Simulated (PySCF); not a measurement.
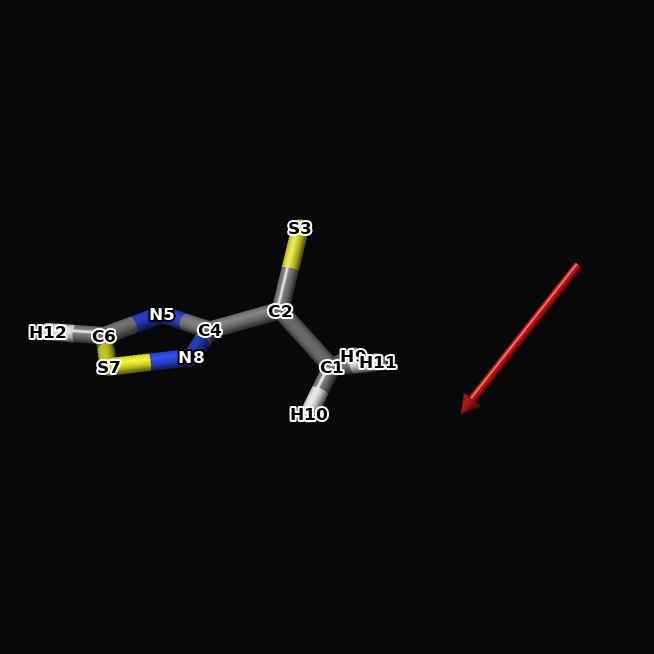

The arrow beside the molecule shows the direction of the dipole moment, from the negative to the positive end (its length means nothing). Geometry: a frame of a GFN2-xTB molecular-dynamics simulation, not a minimum. Properties computed with PBE0/pcSseg-1, gas phase (PySCF 2.14.0).

Q: Estimate the dipole moment.

A: 3.12 D; it points from the side of S3 to the side of S7, H12 (the outermost atoms at the two ends).
